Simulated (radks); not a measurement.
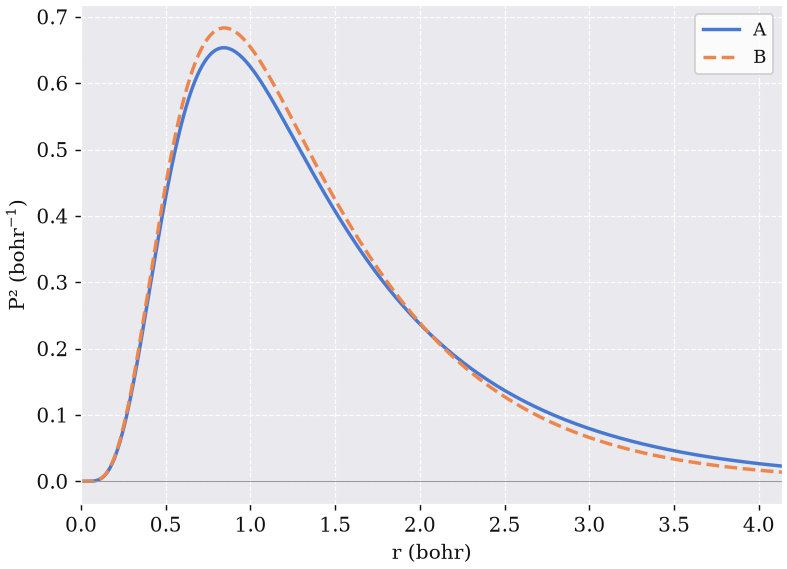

Two charge states of chromium were computed: Cr in [Ar] 3d5 4s1 (high spin); Cr⁺ in [Ar] 3d5 (high spin). Computed with the in-house radial solver radks: scalar-relativistic Kohn-Sham, MS2 meta-GGA, spin-polarised, spherical densities, finite nucleus.

The plot shows P² of the 3d up orbital in both runs (large components where relativistic).

### Assign A and B.

A is Cr in [Ar] 3d5 4s1 (high spin) (⟨r⟩ = 1.48 bohr, eigenvalue −3.71 eV); B is Cr⁺ in [Ar] 3d5 (high spin) (⟨r⟩ = 1.38 bohr, eigenvalue −10.8 eV). Fewer electrons screen less, so the orbital shrinks.
